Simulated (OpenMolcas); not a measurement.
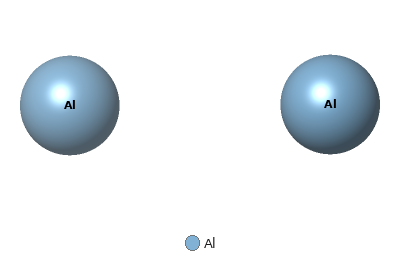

The molecule at the reference distance of 2.815 Å.

**Al₂⁺: relativistic diatomic calculation (part 1 of 2)**

Al₂⁺. Computed at this level: SA-CASSCF(5,8)/XMS-CASPT2 + RASSI spin-orbit (X2C scalar, AMFI), ANO-RCC-VTZP (OpenMolcas).

## Input file
```
&GATEWAY
Coord
2
angstrom
Al 0.0 0.0 0.0
Al 0.0 0.0 2.8150
Basis=ANO-RCC-VTZP
Group=XY
RX2C
AMFI
ANGMom
0.0 0.0 0.0
RICD
&SEWARD
&GUESSORB
&RASSCF
FileOrb=$CurrDir/o21.orb
Symmetry=1
Spin=2
nActEl=5 0 0
Inactive=6 4
RAS2=4 4
CIRoot=6 6 1
Linear
Iterations=120 100
OrbListing=Nothing
PRWF=0.15
>>COPY $Project.RasOrb $CurrDir/o21.orb
>>COPY $Project.rasscf.h5 $CurrDir/r21.h5
&CASPT2
XMultistate=all
Imaginary=0.2
IPEA=0.25
MaxIter=40
>>COPY $Project.JobMix JOB001
&RASSCF
FileOrb=$CurrDir/o22.orb
Symmetry=2
Spin=2
nActEl=5 0 0
Inactive=6 4
RAS2=4 4
CIRoot=6 6 1
Linear
Iterations=120 100
OrbListing=Nothing
PRWF=0.15
>>COPY $Project.RasOrb $CurrDir/o22.orb
>>COPY $Project.rasscf.h5 $CurrDir/r22.h5
&CASPT2
XMultistate=all
Imaginary=0.2
IPEA=0.25
MaxIter=40
>>COPY $Project.JobMix JOB002
&RASSCF
FileOrb=$CurrDir/o42.orb
Symmetry=2
Spin=4
nActEl=5 0 0
Inactive=6 4
RAS2=4 4
CIRoot=4 4 1
Linear
Iterations=120 100
OrbListing=Nothing
PRWF=0.15
>>COPY $Project.RasOrb $CurrDir/o42.orb
>>COPY $Project.rasscf.h5 $CurrDir/r42.h5
&CASPT2
XMultistate=all
Imaginary=0.2
IPEA=0.25
MaxIter=40
>>COPY $Project.JobMix JOB003
&RASSCF
FileOrb=$CurrDir/o41.orb
Symmetry=1
Spin=4
nActEl=5 0 0
Inactive=6 4
RAS2=4 4
CIRoot=5 5 1
Linear
Iterations=120 100
OrbListing=Nothing
PRWF=0.15
>>COPY $Project.RasOrb $CurrDir/o41.orb
>>COPY $Project.rasscf.h5 $CurrDir/r41.h5
&CASPT2
XMultistate=all
Imaginary=0.2
IPEA=0.25
MaxIter=40
>>COPY $Project.JobMix JOB004
&RASSI
Nr of JobIphs=4 6 6 4 5
1 2 3 4 5 6
1 2 3 4 5 6
1 2 3 4
1 2 3 4 5
SpinOrbit
EJob
Omega
MEES
MESO
Properties=4
'AngMom' 3 'Mltpl  1' 1 'Mltpl  1' 2 'Mltpl  1' 3
Thrs=1.0d-4
>>COPY $Project.rassi.h5 $CurrDir/so.h5
```

The first orbital files come from an earlier step.

Hardware: 1 thread of Arm Neoverse V2, 24 GiB of memory available, shared host.

Command:
```bash
pymolcas m.inp (one call a module block, same work directory)
```

## Output (extracts)
```
++    Wave function specifications:
      Number of closed shell electrons          20
      Number of electrons in active shells       5
      Number of inactive orbitals               10
      Number of active orbitals                  8
      Number of secondary orbitals              50
      Spin quantum number                      0.5
      State symmetry                             1
++    Orbital specifications:
      Symmetry species                           1   2
                                                 a   b
      Frozen orbitals                            0   0
      Inactive orbitals                          6   4
      Active orbitals                            4   4
      RAS2 orbitals                              4   4
      Secondary orbitals                        26  24
      Number of basis functions                 36  32
      printout of CI-coefficients larger than  0.15 for root  1
      energy=    -484.509380
      conf/sym  1111 2222     Coeff  Weight
             9  022u 0000  -0.93977 0.88316
      printout of CI-coefficients larger than  0.15 for root  2
      energy=    -484.386981
      conf/sym  1111 2222     Coeff  Weight
             3  u220 0000   0.53630 0.28761
            17  02u2 0000   0.67635 0.45745
            93  02u0 0020  -0.27680 0.07662
           100  02u0 0002  -0.27680 0.07662
      printout of CI-coefficients larger than  0.15 for root  3
      energy=    -484.361268
      conf/sym  1111 2222     Coeff  Weight
            87  02u0 ud00  -0.20074 0.04030
            93  02u0 0020  -0.27621 0.07629
            96  02u0 00du   0.40197 0.16158
            99  02u0 00ud   0.69623 0.48473
           100  02u0 0002   0.27621 0.07629
      printout of CI-coefficients larger than  0.15 for root  4
      energy=    -484.361268
      conf/sym  1111 2222     Coeff  Weight
            85  02u0 2000  -0.16391 0.02687
            88  02u0 0200   0.16391 0.02687
            93  02u0 0020   0.56847 0.32316
            96  02u0 00du   0.19531 0.03815
            99  02u0 00ud   0.33829 0.11444
           100  02u0 0002  -0.56847 0.32316
      printout of CI-coefficients larger than  0.15 for root  5
      energy=    -484.346117
      conf/sym  1111 2222     Coeff  Weight
             3  u220 0000   0.15678 0.02458
            17  02u2 0000   0.36836 0.13569
            85  02u0 2000  -0.22904 0.05246
            88  02u0 0200  -0.22904 0.05246
            93  02u0 0020   0.54986 0.30235
           100  02u0 0002   0.54986 0.30235
      printout of CI-coefficients larger than  0.15 for root  6
      energy=    -484.333662
      conf/sym  1111 2222     Coeff  Weight
            86  02u0 du00  -0.15413 0.02376
            96  02u0 00du   0.71717 0.51433
            99  02u0 00ud  -0.41406 0.17144
           140  0u20 0ud0   0.21199 0.04494
           145  0u20 u00d  -0.21199 0.04494
           186  020u 0du0   0.16001 0.02560
           190  020u d00u  -0.16001 0.02560
      Natural orbitals and occupation numbers for root  1
      sym 1:   0.033431   1.931921   1.874679   0.994138
      sym 2:   0.037941   0.037941   0.044975   0.044975
      Natural orbitals and occupation numbers for root  2
      sym 1:   0.338522   1.913955   1.288629   0.997310
      sym 2:   0.034646   0.034646   0.196146   0.196146
      Natural orbitals and occupation numbers for root  3
      sym 1:   0.011902   1.861752   1.026368   0.074424
      sym 2:   0.119000   0.119000   0.893777   0.893777
      Natural orbitals and occupation numbers for root  4
      sym 1:   0.011902   1.861752   1.026368   0.074424
      sym 2:   0.119000   0.119000   0.893777   0.893777
      Natural orbitals and occupation numbers for root  5
      sym 1:   0.047891   1.852159   1.050743   0.359329
      sym 2:   0.145951   0.145951   0.698988   0.698988
      Natural orbitals and occupation numbers for root  6
      sym 1:   0.020060   1.763259   1.052311   0.149960
      sym 2:   0.141151   0.141151   0.866054   0.866054
      RASSCF energy for state  6                   -484.33366191
::    RASSCF root number  1 Total energy:   -484.50938045
::    RASSCF root number  2 Total energy:   -484.38698135
::    RASSCF root number  3 Total energy:   -484.36126762
::    RASSCF root number  4 Total energy:   -484.36126762
::    RASSCF root number  5 Total energy:   -484.34611703
::    RASSCF root number  6 Total energy:   -484.33366191
      Von Neumann Entropy (Root   1) =  1.19897
++    Wave function specifications:
      Number of closed shell electrons          12
      Number of electrons in active shells       5
      Number of inactive orbitals                6
      Number of active orbitals                  8
      Number of secondary orbitals              50
      Spin quantum number                      0.5
      State symmetry                             1
      Number of CSFs                           504
      Number of CASSCF root(s) available         6
      CASPT2 state passed to geometry opt.       6
      A file JOBMIX will be created
      This is a MULTI-STATE CASSCF reference
      Number of CI roots used                    6
      These are:                                 1   2   3   4   5   6
      Off-diagonal elements of Heff are computed
  FINAL CASPT2 RESULT:
      Reference energy:        -484.5093804462
      E2 (Non-variational):      -0.3881989374
      Shift correction:          -0.0017063354
      E2 (Variational):          -0.3899052728
      Total energy:            -484.8992857190
      Reference weight:           0.94381
  FINAL CASPT2 RESULT:
      Reference energy:        -484.3869813510
      E2 (Non-variational):      -0.3898086236
      Shift correction:          -0.0026982033
      E2 (Variational):          -0.3925068269
      Total energy:            -484.7794881779
      Reference weight:           0.93705
  FINAL CASPT2 RESULT:
      Reference energy:        -484.3612676225
      E2 (Non-variational):      -0.3848214788
      Shift correction:          -0.0027666597
      E2 (Variational):          -0.3875881385
      Total energy:            -484.7488557611
      Reference weight:           0.93784
  FINAL CASPT2 RESULT:
      Reference energy:        -484.3612676225
      E2 (Non-variational):      -0.3847596065
      Shift correction:          -0.0027623514
      E2 (Variational):          -0.3875219579
      Total energy:            -484.7487895804
      Reference weight:           0.93791
  FINAL CASPT2 RESULT:
      Reference energy:        -484.3461170290
      E2 (Non-variational):      -0.3825827242
      Shift correction:          -0.0022229102
      E2 (Variational):          -0.3848056344
      Total energy:            -484.7309226634
      Reference weight:           0.94150
  FINAL CASPT2 RESULT:
      Reference energy:        -484.3336619125
      E2 (Non-variational):      -0.3856262019
      Shift correction:          -0.0026002092
      E2 (Variational):          -0.3882264111
      Total energy:            -484.7218883236
      Reference weight:           0.93681
       Total XMS-CASPT2 energies:
::    XMS-CASPT2 Root  1     Total energy:   -484.89928572
::    XMS-CASPT2 Root  2     Total energy:   -484.77865329
::    XMS-CASPT2 Root  3     Total energy:   -484.74886686
::    XMS-CASPT2 Root  4     Total energy:   -484.74877848
::    XMS-CASPT2 Root  5     Total energy:   -484.73175755
::    XMS-CASPT2 Root  6     Total energy:   -484.72188832
++    Wave function specifications:
      Number of closed shell electrons          20
      Number of electrons in active shells       5
      Number of inactive orbitals               10
      Number of active orbitals                  8
      Number of secondary orbitals              50
      Spin quantum number                      0.5
      State symmetry                             2
      printout of CI-coefficients larger than  0.15 for root  1
      energy=    -484.497430
      conf/sym  1111 2222     Coeff  Weight
            24  0220 000u  -0.92772 0.86067
            68  0202 000u   0.16249 0.02640
      printout of CI-coefficients larger than  0.15 for root  2
      energy=    -484.497430
      conf/sym  1111 2222     Coeff  Weight
            23  0220 00u0   0.92772 0.86067
            67  0202 00u0  -0.16249 0.02640
      printout of CI-coefficients larger than  0.15 for root  3
      energy=    -484.423259
      conf/sym  1111 2222     Coeff  Weight
            21  0220 u000   0.86285 0.74452
            43  02ud 00u0  -0.28672 0.08221
           111  02uu 00d0  -0.26478 0.07011
      printout of CI-coefficients larger than  0.15 for root  4
      energy=    -484.423259
      conf/sym  1111 2222     Coeff  Weight
            22  0220 0u00   0.86285 0.74452
            44  02ud 000u  -0.28672 0.08221
           112  02uu 000d  -0.26478 0.07011
      printout of CI-coefficients larger than  0.15 for root  5
      energy=    -484.360006
      conf/sym  1111 2222     Coeff  Weight
            22  0220 0u00  -0.27702 0.07674
           112  02uu 000d  -0.90297 0.81536
      printout of CI-coefficients larger than  0.15 for root  6
      energy=    -484.360006
      conf/sym  1111 2222     Coeff  Weight
            21  0220 u000  -0.27702 0.07674
           111  02uu 00d0  -0.90297 0.81536
      Natural orbitals and occupation numbers for root  1
      sym 1:   0.023649   1.932311   1.846784   0.103810
      sym 2:   0.028932   0.048084   0.035757   0.980673
      Natural orbitals and occupation numbers for root  2
      sym 1:   0.023649   1.932311   1.846784   0.103810
      sym 2:   0.048084   0.028932   0.980673   0.035757
      Natural orbitals and occupation numbers for root  3
      sym 1:   0.020445   1.921189   1.727427   0.237104
      sym 2:   0.840441   0.025407   0.194309   0.033678
      Natural orbitals and occupation numbers for root  4
      sym 1:   0.020445   1.921189   1.727427   0.237104
      sym 2:   0.025407   0.840441   0.033678   0.194309
      Natural orbitals and occupation numbers for root  5
      sym 1:   0.060534   1.908793   1.088055   0.893491
      sym 2:   0.012799   0.125137   0.023204   0.887987
      Natural orbitals and occupation numbers for root  6
      sym 1:   0.060534   1.908793   1.088055   0.893491
      sym 2:   0.125137   0.012799   0.887987   0.023204
      RASSCF energy for state  6                   -484.36000587
::    RASSCF root number  1 Total energy:   -484.49742950
::    RASSCF root number  2 Total energy:   -484.49742950
::    RASSCF root number  3 Total energy:   -484.42325938
::    RASSCF root number  4 Total energy:   -484.42325938
::    RASSCF root number  5 Total energy:   -484.36000587
::    RASSCF root number  6 Total energy:   -484.36000587
      Von Neumann Entropy (Root   1) =  1.27705
++    Wave function specifications:
      Number of closed shell electrons          12
      Number of electrons in active shells       5
      Number of inactive orbitals                6
      Number of active orbitals                  8
      Number of secondary orbitals              50
      Spin quantum number                      0.5
      State symmetry                             2
      Number of CSFs                           504
      Number of CASSCF root(s) available         6
      CASPT2 state passed to geometry opt.       6
      A file JOBMIX will be created
      This is a MULTI-STATE CASSCF reference
      Number of CI roots used                    6
      These are:                                 1   2   3   4   5   6
      Off-diagonal elements of Heff are computed
  FINAL CASPT2 RESULT:
      Reference energy:        -484.4974295020
      E2 (Non-variational):      -0.3843503732
      Shift correction:          -0.0014808070
      E2 (Variational):          -0.3858311802
      Total energy:            -484.8832606822
      Reference weight:           0.94682
  FINAL CASPT2 RESULT:
      Reference energy:        -484.4974295020
      E2 (Non-variational):      -0.3843503732
      Shift correction:          -0.0014808070
      E2 (Variational):          -0.3858311802
      Total energy:            -484.8832606822
      Reference weight:           0.94682
  FINAL CASPT2 RESULT:
      Reference energy:        -484.4232593785
      E2 (Non-variational):      -0.3924254420
      Shift correction:          -0.0027700305
      E2 (Variational):          -0.3951954725
      Total energy:            -484.8184548510
      Reference weight:           0.93446
  FINAL CASPT2 RESULT:
      Reference energy:        -484.4232593784
      E2 (Non-variational):      -0.3924254421
      Shift correction:          -0.0027700305
      E2 (Variational):          -0.3951954726
      Total energy:            -484.8184548510
      Reference weight:           0.93446
  FINAL CASPT2 RESULT:
      Reference energy:        -484.3600058721
      E2 (Non-variational):      -0.3878341158
      Shift correction:          -0.0026416683
      E2 (Variational):          -0.3904757842
      Total energy:            -484.7504816563
      Reference weight:           0.93625
  FINAL CASPT2 RESULT:
      Reference energy:        -484.3600058721
      E2 (Non-variational):      -0.3878341159
      Shift correction:          -0.0026416683
      E2 (Variational):          -0.3904757842
      Total energy:            -484.7504816563
      Reference weight:           0.93625
       Total XMS-CASPT2 energies:
::    XMS-CASPT2 Root  1     Total energy:   -484.88326068
::    XMS-CASPT2 Root  2     Total energy:   -484.88326068
::    XMS-CASPT2 Root  3     Total energy:   -484.81667868
::    XMS-CASPT2 Root  4     Total energy:   -484.81667868
::    XMS-CASPT2 Root  5     Total energy:   -484.75225783
::    XMS-CASPT2 Root  6     Total energy:   -484.75225783
++    Wave function specifications:
      Number of closed shell electrons          20
      Number of electrons in active shells       5
      Number of inactive orbitals               10
      Number of active orbitals                  8
      Number of secondary orbitals              50
      Spin quantum number                      1.5
      State symmetry                             2
      printout of CI-coefficients larger than  0.15 for root  1
      energy=    -484.420914
      conf/sym  1111 2222     Coeff  Weight
            31  02uu 00u0  -0.25556 0.06531
            32  02uu 000u   0.90305 0.81549
            42  0u2u 0u00   0.23089 0.05331
      printout of CI-coefficients larger than  0.15 for root  2
      energy=    -484.420914
      conf/sym  1111 2222     Coeff  Weight
            31  02uu 00u0   0.90305 0.81549
            32  02uu 000u   0.25556 0.06531
            41  0u2u u000   0.23089 0.05331
      printout of CI-coefficients larger than  0.15 for root  3
      energy=    -484.372513
      conf/sym  1111 2222     Coeff  Weight
            29  02uu u000   0.75096 0.56395
            43  0u2u 00u0   0.61084 0.37313
      printout of CI-coefficients larger than  0.15 for root  4
      energy=    -484.372513
      conf/sym  1111 2222     Coeff  Weight
            30  02uu 0u00  -0.75096 0.56395
            44  0u2u 000u  -0.61084 0.37313
      Natural orbitals and occupation numbers for root  1
      sym 1:   0.033495   1.874365   1.050347   0.982652
      sym 2:   0.014014   0.083577   0.021409   0.940142
      Natural orbitals and occupation numbers for root  2
      sym 1:   0.033495   1.874365   1.050347   0.982652
      sym 2:   0.083577   0.014014   0.940142   0.021409
      Natural orbitals and occupation numbers for root  3
      sym 1:   0.025678   1.550026   1.354086   0.992537
      sym 2:   0.607487   0.018580   0.428911   0.022694
      Natural orbitals and occupation numbers for root  4
      sym 1:   0.025678   1.550026   1.354086   0.992537
      sym 2:   0.018580   0.607487   0.022694   0.428911
      RASSCF energy for state  4                   -484.37251289
::    RASSCF root number  1 Total energy:   -484.42091443
::    RASSCF root number  2 Total energy:   -484.42091443
SPIN-FREE ENERGIES:
  (Shifted by EMIN (a.u.) =       -484.8992857190)
 SF State       Relative EMIN(au)   Rel lowest level(eV)    D:o, cm**(-1)      Abs_M
     1             0.0000000000        0.0000000000              0.0000         0.0
     7             0.0160250367        0.4360634637           3517.0890         1.0
     8             0.0160250367        0.4360634637           3517.0890         1.0
     9             0.0826070436        2.2478521690          18130.1504         1.0
    10             0.0826070436        2.2478521690          18130.1504         1.0
    13             0.1016574633        2.7662404992          22311.2343         1.0
    14             0.1016574725        2.7662407484          22311.2363         1.0
     2             0.1206324242        3.2825754899          26475.7568         0.0
    17             0.1211226967        3.2959164830          26583.3592         0.0
    11             0.1470278871        4.0008326240          32268.8913         1.0
    12             0.1470278871        4.0008326240          32268.8913         1.0
     3             0.1504188559        4.0931055870          33013.1230         2.0
     4             0.1505072405        4.0955106546          33032.5211         2.0
    15             0.1526648736        4.1542228413          33506.0669         1.0
    16             0.1526648791        4.1542229920          33506.0681         1.0
     5             0.1675281724        4.5586738058          36768.1839         0.0
    18             0.1700703099        4.6278488919          37326.1186         0.0
    19             0.1769961044        4.8163093620          38846.1548         2.0
    20             0.1770359857        4.8173945873          38854.9077         2.0
     6             0.1773973953        4.8272290438          38934.2279         0.0
    21             0.1797616840        4.8915646158          39453.1293         0.0
```

(Continued in part 2.) Outcome of the run: converged; components of a degenerate state are split by 19 cm⁻¹.
